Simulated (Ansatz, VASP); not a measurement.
# ZnSe (Stilleite) in two plane-wave programs

Wanted: the spread between two codes on one cell, functional and k mesh. The cell comes out of the VASP series on this material, whose earlier steps may have relaxed, scaled or displaced it; both programs get it as it stands.

Main program and level: Ansatz 0.2.0; plane waves, with VASP 6.6.1 beside it; relaxation of cell and atoms at LDA.

**1. Set-up**

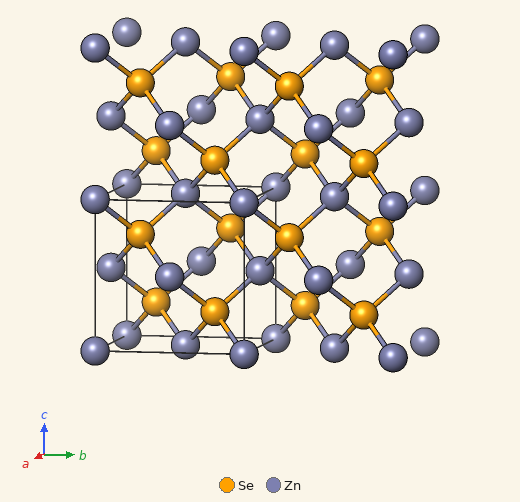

The cell as given, slightly off an axis (selenium orange, zinc blue). 1×2×2 cells are drawn. This picture shows the conventional cell, with its axes. Bonds to atoms that aren't drawn are left out. Some periodic images of atoms are drawn too.

As a file:

```xyz
2
Lattice="0.0000 2.7883 2.7883 2.7883 0.0000 2.7883 2.7883 2.7883 0.0000" Properties=species:S:1:pos:R:3 pbc="T T T"
Se    4.1825    4.1825    4.1825
Zn    0.0000    0.0000    0.0000
```

**2. VASP: relaxation of cell and atoms, LDA**

The relaxed volume is the usual yardstick between codes: its relative difference is about their pressure difference at one cell divided by the bulk modulus.

Lines of VASP's logs that name or quote its potential files are left out, and so is its time.

File INCAR:

```
SYSTEM = ZnSe
PREC = Accurate
ENCUT = 450
EDIFF = 1E-06
NELM = 100
ISMEAR = 0
SIGMA = 0.03
LREAL = .FALSE.
ALGO = Normal
GGA = CA
NBANDS = 15
LORBIT = 11
LWAVE = .FALSE.
LCHARG = .FALSE.
KPAR = 4
IBRION = 2
NSW = 50
ISIF = 3
EDIFFG = -0.006
```

File POSCAR:

```
ZnSe
1.0
    0.0000000000      2.7883224593      2.7883224593
    2.7883224593      0.0000000000      2.7883224593
    2.7883224593      2.7883224593      0.0000000000
Se Zn
1 1
Direct
    0.7500000000      0.7500000000      0.7500000000
    0.0000000000      0.0000000000      0.0000000000
```

File KPOINTS:

```
Automatic mesh
0
Gamma
6 6 6
0 0 0
```

The projector-augmented-wave data sets are Se and Zn (LDA family, release 64).

Command:

```sh
> mpirun -np 4 vasp_std
```

Numbers of over 12 decimals in the logs are rounded to 6 here.

The log of the run:

```text
[banner, memory and clock lines left out]
running    4 mpi-ranks, on    1 nodes
 distrk:  each k-point on    1 cores,    4 groups
 distr:  one band on    1 cores,    1 groups

 POSCAR found type information on POSCAR SeZn
 POSCAR found :  2 types and       2 ions
 LDA part: xc-table for (Slater(with rela. corr.)+CA(PZ))
 , standard interpolation
 POSCAR, INCAR and KPOINTS ok, starting setup
 FFT: planning ... GRIDC
 FFT: planning ... GRID_SOFT
 FFT: planning ... GRID
 WAVECAR not read
 entering main loop
       N       E                     dE             d eps       ncg     rms          rms(c)
DAV:   1     0.831743827376E+02    0.83174E+02   -0.84029E+03   480   0.128E+03
DAV:   2    -0.233181907139E+01   -0.85506E+02   -0.80757E+02   522   0.247E+02
DAV:   3    -0.763305467819E+01   -0.53012E+01   -0.52795E+01   627   0.630E+01
DAV:   4    -0.767857855319E+01   -0.45524E-01   -0.45518E-01   550   0.593E+00
DAV:   5    -0.767882741858E+01   -0.24887E-03   -0.24886E-03   662   0.414E-01    0.524E+00
DAV:   6    -0.739651498325E+01    0.28231E+00   -0.59194E-01   663   0.271E+01    0.396E+00
DAV:   7    -0.737016041641E+01    0.26355E-01   -0.16742E-01   564   0.410E+00    0.164E+00
DAV:   8    -0.736575286087E+01    0.44076E-02   -0.35316E-03   726   0.811E-01    0.429E-01
DAV:   9    -0.736518713581E+01    0.56573E-03   -0.94913E-04   564   0.262E-01    0.598E-02
DAV:  10    -0.736520488729E+01   -0.17751E-04   -0.11734E-04   608   0.111E-01    0.189E-02
DAV:  11    -0.736519768537E+01    0.72019E-05   -0.15574E-05   734   0.619E-02    0.441E-03
DAV:  12    -0.736519772772E+01   -0.42349E-07   -0.25887E-06   571   0.116E-02
   1 F= -.73651977E+01 E0= -.73651977E+01  d E =-.736520E+01
 curvature:   0.00 expect dE= 0.000E+00 dE for cont linesearch  0.000E+00
 trial: gam= 0.00000 g(F)=  0.354E-47 g(S)=  0.940E-05 ort = 0.000E+00 (trialstep = 0.100E+01)
 search vector abs. value=  0.940E-05
 reached required accuracy - stopping structural energy minimisation
```

Parts of OUTCAR (step 2):

```text
ion  position               nearest neighbor table
   1  0.750  0.750  0.750-   2 2.41   2 2.41   2 2.41   2 2.41
   2  0.000  0.000  0.000-   1 2.41   1 2.41   1 2.41   1 2.41

  LATTYP: Found a face centered cubic cell.
 ALAT       =     5.5766449186

 Subroutine GETGRP returns: Found 24 space group operations
 (whereof 24 operations were pure point group operations)

The static configuration has the point symmetry T_d .

 Found     16 irreducible k-points:

   k-points           NKPTS =     16   k-points in BZ     NKDIM =     16   number of bands    NBANDS=     15

   dimension x,y,z NGX =    28 NGY =   28 NGZ =   28
   dimension x,y,z NGXF=    56 NGYF=   56 NGZF=   56

   ENCUT  =  450.0 eV  33.07 Ry    5.75 a.u.   6.82  6.82  6.82*2*pi/ulx,y,z

   NELECT =      18.0000    total number of electrons

 k-points in reciprocal lattice and weights: Automatic mesh
   0.00000000  0.00000000  0.00000000       0.005
   0.16666667  0.00000000  0.00000000       0.037
   0.33333333  0.00000000  0.00000000       0.037
   0.50000000  0.00000000  0.00000000       0.019
   0.16666667  0.16666667  0.00000000       0.028
   0.33333333  0.16666667  0.00000000       0.111
   0.50000000  0.16666667  0.00000000       0.111
  -0.33333333  0.16666667  0.00000000       0.111
  -0.16666667  0.16666667  0.00000000       0.056
[...]
-0.33333333  0.33333333  0.16666667       0.111
  -0.33333333  0.50000000  0.16666667       0.056

 average (electrostatic) potential at core
       1 -61.8330       2 -37.8902

 E-fermi :   2.1239

 k-point     1 :       0.0000    0.0000    0.0000
  band No.  band energies     occupation
    ...
      5      -4.5155      2.00000
      6      -4.5155      2.00000
      7       1.9502      2.00000
      8       1.9502      2.00000
      9       1.9502      2.00000
     10       3.2167      0.00000
     11       7.6319      0.00000
     12       7.6319      0.00000
     13       7.6319      0.00000
     14      11.7828      0.00000
    ...

 k-point     2 :       0.1667    0.0000    0.0000
  band No.  band energies     occupation
    ...
      5      -4.5176      2.00000
      6      -4.5176      2.00000
      7      -0.0806      2.00000
      8       1.6707      2.00000
      9       1.6707      2.00000
     10       4.4993      0.00000
     11       7.7448      0.00000
     12       8.0619      0.00000
     13       8.0619      0.00000
     14      12.4108      0.00000
    ...

 k-point     3 :       0.3333    0.0000    0.0000
  band No.  band energies     occupation
    ...
      5      -4.5085      2.00000
      6      -4.5085      2.00000
      7      -2.3716      2.00000
      8       1.2044      2.00000
      9       1.2044      2.00000
     10       4.5560      0.00000
     11       8.3325      0.00000
     12       8.3325      0.00000
     13       9.5337      0.00000
     14      12.2268      0.00000
    ...

  Total       -0.0113992     -0.0113992     -0.0113992     -0.0000000      0.0000000     -0.0000000
  in kB       -0.4212352     -0.4212352     -0.4212352     -0.0000000      0.0000000     -0.0000000
  external PRESSURE =      -0.4212352 kB  Pullay stress =       0.0000000 kB

  energy-cutoff  :      450.00
  volume of cell :       43.36
      direct lattice vectors                 reciprocal lattice vectors
     0.000000000  2.788322459  2.788322459    -0.179319289  0.179319289  0.179319289
     2.788322459  0.000000000  2.788322459     0.179319289 -0.179319289  0.179319289
     2.788322459  2.788322459  0.000000000     0.179319289  0.179319289 -0.179319289

 POSITION                                       TOTAL-FORCE (eV/Angst)
 -----------------------------------------------------------------------------------
      4.18248      4.18248      4.18248        -0.000000     -0.000000      0.000000
      0.00000      0.00000      0.00000         0.000000      0.000000     -0.000000
 -----------------------------------------------------------------------------------
    total drift:                               -0.000001     -0.000001     -0.000001

  FREE ENERGIE OF THE ION-ELECTRON SYSTEM (eV)
  ---------------------------------------------------
  free  energy   TOTEN  =        -7.3651977277 eV

  energy  without entropy=       -7.3651977277  energy(sigma->0) =       -7.36519773

 reached required accuracy - stopping structural energy minimisation

 total charge
# of ion       s       p       d       tot
------------------------------------------
    1        1.439   2.442   0.035   3.916
    2        0.556   0.494   9.789  10.839
--------------------------------------------------
tot          1.995   2.936   9.824  14.755

[... 3 further parts left out ...]
```

CONTCAR:

```
ZnSe
   1.00000000000000
     0.0000000000000000    2.7883224592999998    2.7883224592999998
     2.7883224592999998    0.0000000000000000    2.7883224592999998
     2.7883224592999998    2.7883224592999998    0.0000000000000000
  Se              Zn
     1     1
Direct
     0.7500000000000000    0.7500000000000000    0.7500000000000000
     0.0000000000000000    0.0000000000000000    0.0000000000000000
```

**3. Ansatz: relaxation of cell and atoms, LDA**

Ansatz runs on its default PAW (the set named soft_2) files.

The same cell, functional (in two slightly different forms), mesh and smearing now go to Ansatz, which takes its cutoff from its data sets.

File input.yaml:

```yaml
crystal:
  lattice:
    - [0.0, 2.7883224593, 2.7883224593]
    - [2.7883224593, 0.0, 2.7883224593]
    - [2.7883224593, 2.7883224593, 0.0]
  atoms:
    - { symbol: Se, position: [0.75, 0.75, 0.75] }
    - { symbol: Zn, position: [0.0, 0.0, 0.0] }
hamiltonian:
  xc: lda
  pseudopotentials: { kind: paw }
kpoints:
  mp_grid: { grid: [6, 6, 6] }
scf:
  occupations: { method: gaussian, width: 0.03 }
relax:
  f_tol: 0.01
  max_steps: 60
  cell: { stress_tol: 0.05 }
output:
  forces: true
  stress: true
```

Command:

```sh
> ansatz run input.yaml --threads 4 --pin off --max-ram 9216MiB --backend cpu --events-out ev --progress --plain --runs-dir out
```

The log of the run:

```text
Engine: ansatz 0.2.0, aarch64-unknown-linux-gnu
Pseudopotentials: kind: paw
Pseudopotential: Se, paw, valence charge 16, recommended cutoff 420 eV (normal), Se.paw.azcp
Pseudopotential: Zn, paw, valence charge 12, recommended cutoff 420 eV (normal), Zn.paw.azcp
Functional definition: SPW92
  exchange = slater_x
  correlation = pw_c
Crystal: 2 atoms, lattice volume = 43.357 Å³
Basis set: ecut = 420 eV, 869 PW (Γ)
Bands: 18, of which v1, the nominal top of the filled ones, is band 14 counted from 1 (13 counted from 0)
Symmetry: 24 space group operations
Space group: F-43m (ITA 216), of the structure as read, at distance tolerance 3.5e-5 Å
k-points: 16 of 216 (time reversal used)
Non-local potential: Se, projectors of the file, l = 0: 2, l = 1: 2, l = 2: 3, l = 3: 1
Non-local potential: Zn, projectors of the file, l = 0: 2, l = 1: 2, l = 2: 3, l = 3: 1
PAW form: soft (Blöchl's): semilocal exchange-correlation on the pseudo side does not see the compensation charge
PAW frozen core: Se, regenerated for the run's functional, and the local potential with it (the file was generated under x = pbe(κ = 0.804, μ = 0.219515), c = pbe(β = 0.066725))
PAW frozen core: Zn, regenerated for the run's functional, and the local potential with it (the file was generated under x = pbe(κ = 0.804, μ = 0.219515), c = pbe(β = 0.066725))
PAW one-centre angular grid: Se, 590 points (default); XC on 64 Gauss nodes
PAW one-centre angular grid: Zn, 590 points (default); XC on 64 Gauss nodes
Initial density: superposition of atomic densities (neutral atoms: chi_scale 0, normalization atom), corrected by the library's trained network
Initial wavefunctions: pseudopotential atomic-orbital guess
Functional: x = slater, c = lda
SCF iter   1: F=—  HF=-8630.845769 eV  |F-HF|=—  |Δ(HF+E_count)|=         —  Δρ=5.24e-3  dr2=6.40e-3  ethr=1.77e-3  ⟨swp⟩=5.8  Hψ=1469  notcnv=0
preconditioner: auto → none  [insulator: Δε(μ)=1.195 eV  Ē_g=12.101 eV  σ=0.030 eV  W_gap=1.00  n_scr=14 (ndim 8)  ℏωp=23.9 eV  f_vac=0.104  D(μ)=0.00/eV (n_scr^D=0)  ε∞_Penn≈4.9]
SCF iter   2: F=—  HF=-8630.843782 eV  |F-HF|=—  |Δ(HF+E_count)|=   1.99e-3  Δρ=1.98e-3  dr2=8.44e-4  ethr=2.29e-5  ⟨swp⟩=2.0  Hψ=608  notcnv=0
SCF iter   3: F=—  HF=-8630.843672 eV  |F-HF|=—  |Δ(HF+E_count)|=   1.10e-4  Δρ=1.44e-3  dr2=3.92e-4  ethr=3.02e-6  ⟨swp⟩=2.0  Hψ=443  notcnv=0
SCF iter   4: F=—  HF=-8630.843566 eV  |F-HF|=—  |Δ(HF+E_count)|=   1.06e-4  Δρ=2.35e-4  dr2=1.93e-5  ethr=1.40e-6  ⟨swp⟩=2.0  Hψ=415  notcnv=0
SCF iter   5: F=—  HF=-8630.843556 eV  |F-HF|=—  |Δ(HF+E_count)|=   9.73e-6  Δρ=1.98e-5  dr2=1.87e-7  ethr=6.89e-8  ⟨swp⟩=2.0  Hψ=421  notcnv=0
SCF iter   6: F=-8630.843556 eV  HF=-8630.843556 eV  |F-HF|=3.12e-8  |Δ(HF+E_count)|=   5.52e-8  Δρ=4.88e-6  dr2=6.50e-9  ethr=3.57e-10  ⟨swp⟩=4.9  Hψ=1092  notcnv=0
SCF 1 converged in 6 iterations: F = -8630.843556 eV  dr2 = 6.50e-9
  greatest PAW one-centre occupation: 1.000 electrons in one spin orbital (limit 2), on the Se atom at site 0 (counted from 0), in its partial waves of l = 2
relax step   1: F+E_penalty+E_count = -8630.84355594 eV  Δ(F+E_penalty+E_count) = +0.000e0 eV  max|allowed force component| = 1.596e-16 eV/Å  Δτ_max = 0.0000 Å  P = -0.323 GPa  Ω = 43.357 Å³  (6 SCF iters, dr2 threshold 1.00e-7 eV, accepted)
[...]
relax step   2: F+E_penalty+E_count = -8630.84378403 eV  Δ(F+E_penalty+E_count) = -2.281e-4 eV  max|allowed force component| = 5.089e-17 eV/Å  Δτ_max = 0.0000 Å  P = -0.088 GPa  Ω = 43.213 Å³  energy of the carried Pulay correction = +4.291e-5 eV  (4 SCF iters, dr2 threshold 2.00e-7 eV, accepted)
[...]
relax step   3: F+E_penalty+E_count = -8630.84381464 eV  Δ(F+E_penalty+E_count) = -3.061e-5 eV  max|allowed force component| = 2.544e-17 eV/Å  Δτ_max = 0.0000 Å  P = +0.001 GPa  Ω = 43.159 Å³  energy of the carried Pulay correction = +5.893e-5 eV  (4 SCF iters, dr2 threshold 1.94e-8 eV, accepted)
[...]
relax step   4: F+E_penalty+E_count = -8630.84376213 eV  Δ(F+E_penalty+E_count) = +5.251e-5 eV  max|allowed force component| = 2.429e-17 eV/Å  Δτ_max = 0.0000 Å  P = +0.001 GPa  Ω = 43.159 Å³  stress off target by 6.13e-4 GPa  SCF on the basis re-selected at this cell (its energy is not comparable with the rows above)  (4 SCF iters)
basis re-selected at this cell: Δ(F+E_penalty+E_count) = +5.251e-5 eV, ΔP = -0.000 GPa vs the last step (what re-selecting the basis moved, of the pressure what is left beyond the Pulay correction that the steps carried, after the strain that the cell walked since its last selection, with what the two solves' SCF thresholds leave and, on support functions, any second-order correction that the steps lacked; it is no m [...]
SCF converged after 4 iterations
Free energy (F): -8630.843762 eV
Harris-Foulkes:  -8630.843762 eV  (|F-HF|=0.00e0)
Internal energy: -8630.843762 eV  (E = F + TS)
E sigma→0 (E₀):  -8630.843762 eV
Fermi energy:    7.829897 eV
--- Per-component energies (eV) ---
  E_band       = -377.482657
  E_kinetic    = 252.164110
  E_local      = -4323.606361  (includes V_loc(G=0)·N_el)
  E_nonlocal   = 27.357160
  E_hartree    = 2001.717213
  E_xc         = -239.790757
  E_vxc        = -152.897406  (∫ρ·V_xc dr)
  E_paw        = -3582.923163  (= ΣΔE_a)
  E_vpaw       = -183.933554  (= ΣTr[D̂ρ^β])
  E_aug_tail   = -0.000958  (compensation charges beyond the density's cutoff)
  E_ewald      = -2769.535511
  E_core_change = 3.774504  (= ΣΔE_core)
  E_smearing   = -0.000000  (= −TS)
  E_closure    = 0.000000  (closes the sum)
  Σ components = -8630.843762   (vs F -8630.843762, Δ=0.00e0)
--- Forces (eV/Å), atoms counted from 1 ---
  atom   1  Se     0.00000000    -0.00000000    -0.00000000
  atom   2  Zn     0.00000000     0.00000000     0.00000000
  max |Σ_I F_I| component: 2.54e-17 eV/Å
--- Stress (GPa, compression-positive) ---
        0.000613       0.000000      -0.000000
        0.000000       0.000613       0.000000
       -0.000000       0.000000       0.000613
  P = ⅓ Tr σ = 0.0006 GPa (0.006 kbar)
--- Relaxed structure (3 steps of the walk, 3 accepted, 1 SCFs on fresh bases) ---
  F+E_penalty+E_count = -8630.84376213 eV   max|allowed force component| = 2.429e-17 eV/Å   (the final SCF, on the basis selected at the relaxed cell)
  cell:  # Å, volume = 43.1594 Å³
    - [0, 2.784080, 2.784080]
    - [2.784080, 0, 2.784080]
    - [2.784080, 2.784080, 0]
  atoms:
    - { symbol: Se, position: [0.750000, 0.750000, 0.750000] }
    - { symbol: Zn, position: [0, 0, 0] }
```

Run time: 2 s. Hardware: 4 threads of Arm Neoverse V1, shared host; peak memory 0.32 GiB; 5.1 s of CPU time.

**4. Comparison**

Known differences besides the PAW data sets themselves: the two LDA forms differ slightly; both relaxations stop at a tolerance, which leaves soft axes loose, and VASP keeps its plane-wave basis; the data sets hold 28 valence electrons in Ansatz (default PAW (the set named soft_2) files) and 18 in VASP; the cutoff is 420 eV in Ansatz and 450 eV in VASP; Ansatz makes its cores anew for this functional, VASP keeps those of its LDA data sets; Ansatz adds a Pulay correction to the stress that steers its cell, VASP none. Total energies have different zeros and are not compared.

Both answers:

| quantity | Ansatz | VASP | difference |
| --- | --- | --- | --- |
| volume (Å³) | 43.16 | 43.36 | -0.46 % |
| edge a after relaxation, in the typed setting (Å) | 3.937 | 3.943 | -0.15 % |

The walks stopped with 0.00 GPa left in Ansatz and -0.04 GPa in VASP; each walk ends within a tolerance, so the volume difference is uncertain by about these residues over the bulk modulus, most in soft cells.

**5. Outcome**

```yaml
difference_in_volume_relaxation_of_cell_and_atoms_lda: -0.46 %
```

The difference in volume is -0.46 % (relaxation of cell and atoms, LDA), within the 1.2 % picked in this series as the mark of a large difference, as far as the stopping tolerances let one tell. How closely two codes agree says nothing of how well the functional describes the real material.

[Lines on the potential files, build, host, timing and source positions are cut from VASP's logs without a mark.]

[Logs are printed without paths, hosts, clocks, repeated set-up lines and the standing remarks that a program may print on its own settings, such as how far it seeks lower states.]

[Hosts, paths, dates, database ids (printed as entryN), source tags and the programs' standing remarks are cut or masked in the printed files.]
